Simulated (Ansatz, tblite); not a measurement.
# The cluster Cu₃Se+: charged states by level of theory

Aim: the energy of adding an electron for the cluster Cu₃Se+, by energy differences, and how well orbital energies stand in for it.

Program: Ansatz 0.2.0, Gaussian basis. Level of theory: as each input shows. These are calculated values, not measurements.

The runs, in order: charge 0 doublet, at the geometry of the singlet (PBE0-D4/def2-TZVP, PBE-D4/def2-TZVP, r2SCAN-D4/def2-TZVP); the starting singlet's energies come from earlier runs.

3 further runs of the same task are left out: 3 set aside as unsound or not needed. Runs told in other sessions of the task aren't counted.

## 1. The geometry

The geometry is that of the singlet, from an earlier relaxation (r2SCAN-D4/def2-SVP). At that level it is the lowest of the isomers that a small search found.

4 atoms, charge 1, spin multiplicity 1.

Atoms are counted from 1 here; the program's logs count them from 0.

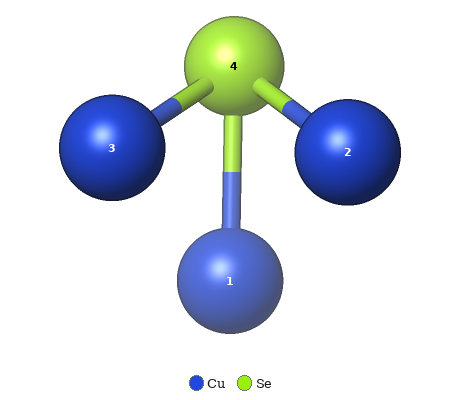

The geometry (copper blue, selenium green); atoms are numbered from 1 in the order of the file.

No spin-orbit coupling is included. The ion is computed in the gas phase, without counter-ions or solvent.

## 2. Charge 0 doublet at the fixed geometry, PBE0-D4/def2-TZVP

The input, in.yaml:

```yaml
crystal:
  periodic: [false, false, false]
  atoms:
    - {symbol: Cu, position_ang: [-0.859276, 1.211176, 0.218822]}
    - {symbol: Cu, position_ang: [1.080143, -0.111916, 1.037685]}
    - {symbol: Cu, position_ang: [0.553063, -0.046214, -1.395712]}
    - {symbol: Se, position_ang: [-0.773930, -1.053046, 0.139205]}
basis:
  gaussian: {orbitals: def2-TZVP}
magnetization: {spin_polarized: true, initial_magnetization: 1}
hamiltonian: {xc: pbe0, dispersion: d4}
scf: {omitted_lower_state_checks: [starts]}
output: {orbitals: {seedname: orbitals}}
```

Started as:

```
$ ansatz run in.yaml --threads 4 --pin off --events-out ev --progress --plain --max-ram 4787MiB
```

The log of the run:

```text
Functional definition: PBE0
  name "PBE0"
  cite "Adamo & Barone, J. Chem. Phys. 110, 6158 (1999) doi:10.1063/1.478522"
  cite "Perdew, Burke & Ernzerhof, Phys. Rev. Lett. 77, 3865 (1996) doi:10.1103/PhysRevLett.77.3865"
  parent pbe
  parameter a = 0.25
  parameter kappa = 0.804
  parameter beta = 0.06672455060314922
  exchange = (1 - a)*pbe_x(kappa = kappa, mu = beta*pi^2/3) + a*exact_x
  correlation = pbe_c(beta = beta)
these checks for a lower state are left out or cut short: starts
1741 factors; integrals over basis functions are off by at most 8.9e-4 eV
mean field evaluation 1: about -199237.7337 eV, gradient 6.8e1 eV
mean field evaluation 2: about -198853.7870 eV, gradient 4.5e2 eV
mean field evaluation 4: about -199246.1490 eV, gradient 1.2e1 eV
mean field evaluation 8: about -199246.6847 eV, gradient 8.1e-1 eV
mean field evaluation 16: about -199246.9036 eV, gradient 2.3e-3 eV
mean field -199246.90362316 eV, -7322.1886537491 hartree, gradient 3.7e-5 eV, S^2 0.758517; 0 other end points of the search recorded, 0 dependent functions left out
reference -199246.90365723 eV, -7322.1886550013 hartree; 61, 60 occupied and 122, 123 virtual orbitals, 1741 factors
Total energy: -199247.07119938 eV, -7322.1948120618 hartree
Checks for a lower state left out: starts
```

Run time: 10 s. Hardware: 4 threads of Arm Neoverse V2, shared host; peak memory 1.1 GiB.

HOMO -4.33 eV, LUMO -2.42 eV (over both spins); ⟨S²⟩ 0.759 (pure: 0.75).

## 3. Charge 0 doublet at the fixed geometry, PBE-D4/def2-TZVP

start.molden holds the orbitals of an earlier run on this state, given as this run's starting guess.

Edit in.yaml of step 2 so:

```diff
@@ -8,5 +8,5 @@
 basis:
-  gaussian: {orbitals: def2-TZVP}
+  gaussian: {orbitals: def2-TZVP, initial_orbitals: start.molden}
 magnetization: {spin_polarized: true, initial_magnetization: 1}
-hamiltonian: {xc: pbe0, dispersion: d4}
+hamiltonian: {xc: pbe, dispersion: d4}
 scf: {omitted_lower_state_checks: [starts]}
```

Same command.

The log of the run:

```text
Functional definition: PBE
  name "PBE"
  cite "Perdew, Burke & Ernzerhof, Phys. Rev. Lett. 77, 3865 (1996) doi:10.1103/PhysRevLett.77.3865"
  parent pbe
  parameter kappa = 0.804
  parameter beta = 0.06672455060314922
  exchange = pbe_x(kappa = kappa, mu = beta*pi^2/3)
  correlation = pbe_c(beta = beta)
these checks for a lower state are left out or cut short: starts
1746 factors; their error is unknown
mean field evaluation 1: about -199245.2472 eV, gradient 1.1e1 eV
mean field evaluation 2: about -199245.6111 eV, gradient 5.5e-1 eV
mean field evaluation 4: about -199245.5030 eV, gradient 6.2e-2 eV
mean field evaluation 8: about -199245.5030 eV, gradient 1.5e-5 eV
mean field -199245.50304355 eV, -7322.1371833980 hartree, gradient 1.4e-5 eV, S^2 0.753381; 0 other end points of the search recorded, 0 dependent functions left out
reference -199245.50308788 eV, -7322.1371850271 hartree; 61, 60 occupied and 122, 123 virtual orbitals, 1746 factors
Total energy: -199245.70248507 eV, -7322.1445127384 hartree
Checks for a lower state left out: starts
```

Wall time 6 s (4 threads of Arm Neoverse V2, shared host).

Report: HOMO -3.81 eV, LUMO -3.34 eV (over both spins); ⟨S²⟩ 0.753 (pure: 0.75).

## 4. Charge 0 doublet at the fixed geometry, r2SCAN-D4/def2-TZVP

Edit in.yaml of step 3 so:

```diff
@@ -10,3 +10,3 @@
 magnetization: {spin_polarized: true, initial_magnetization: 1}
-hamiltonian: {xc: pbe, dispersion: d4}
+hamiltonian: {xc: r2scan, dispersion: d4}
 scf: {omitted_lower_state_checks: [starts]}
```

The command is unchanged.

The log of the run:

```text
Functional definition: r2SCAN
  name "r2SCAN"
  cite "Furness, Kaplan, Ning, Perdew & Sun, J. Phys. Chem. Lett. 11, 8208 (2020) doi:10.1021/acs.jpclett.0c02405"
  cite "Furness, Kaplan, Ning, Perdew & Sun, J. Phys. Chem. Lett. 11, 9248 (2020) doi:10.1021/acs.jpclett.0c03077"
  parent r2scan
  parameter k0 = 0.174
  parameter k1 = 0.065
  parameter a1 = 4.9479
  exchange = r2scan_x(k0 = k0, k1 = k1, a1 = a1)
  correlation = r2scan_c
these checks for a lower state are left out or cut short: starts
1746 factors; their error is unknown
mean field evaluation 1: about -199273.4349 eV, gradient 7.2e0 eV
mean field evaluation 2: about -199273.6014 eV, gradient 3.8e-1 eV
mean field evaluation 4: about -199273.4988 eV, gradient 6.1e-2 eV
mean field evaluation 8: about -199273.4988 eV, gradient 1.5e-5 eV
mean field -199273.49877475 eV, -7323.1660075433 hartree, gradient 1.5e-5 eV, S^2 0.758929; 0 other end points of the search recorded, 0 dependent functions left out
reference -199273.49879814 eV, -7323.1660084027 hartree; 61, 60 occupied and 122, 123 virtual orbitals, 1746 factors
Total energy: -199273.53358283 eV, -7323.1672867168 hartree
Checks for a lower state left out: starts
```

It took 14 s on 4 threads of Arm Neoverse V2, shared host.

From the report: HOMO -3.87 eV, LUMO -3.06 eV (over both spins); ⟨S²⟩ 0.759 (pure: 0.75).

## 5. Vertical electron affinity

Starting state less charged state (positive: the electron is bound), singlet to doublet; the starting state's energies are those of its earlier runs.

```csv
level,vertical electron affinity (eV),time
PBE-D4/def2-TZVP,+6.17,8.5 s
r2SCAN-D4/def2-TZVP,+6.08,20 s
PBE0-D4/def2-TZVP,+5.97,16 s
```

Times add the two runs; a level without a time comes out of a correlated run.

Beside −ε(LUMO) of the starting state:

```csv
level,−ε(LUMO) (eV),by difference (eV),mismatch (eV)
PBE-D4/def2-TZVP,8.58,6.17,+2.41
r2SCAN-D4/def2-TZVP,8.35,6.08,+2.27
PBE0-D4/def2-TZVP,7.62,5.97,+1.65
```

## 6. Outcome

```
                                            quantity                               value
vertical electron affinity, functionals in def2-TZVP  5.97 (PBE0-D4) to 6.17 eV (PBE-D4)
```

In words: The vertical electron affinity spans 5.97 to 6.17 eV over the functionals. −ε(LUMO) misses the level's own difference by +1.65 eV at best (PBE0-D4) and +2.41 eV at worst (PBE-D4). The charged states' spins were chosen beforehand and needn't be their lowest.
